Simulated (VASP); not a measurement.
Band structure of TlBiF₄ (space group P4/mmm). These are LDA (Ceperley-Alder, Perdew-Zunger), VASP's LDA PAW potentials (set 64) (plane waves; VASP) values and carry that method's errors.

Unless said otherwise, spin-orbit coupling is left out, though it shifts the bands of the heavy elements here.

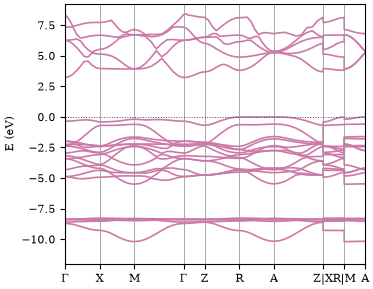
Figure. Bands along high-symmetry lines, zero at the valence-band maximum or, without a gap, the Fermi level

Read the plot: is there a gap, and where are the band edges?

The gap is indirect, 3.21 eV, from the valence maximum at A to the conduction minimum at Γ. (Edges off the drawn lines would not show.)

The structure comes from a computed database's TlBiF4 entry (P4/mmm); how it stands against other phases isn't given here. It was relaxed first.
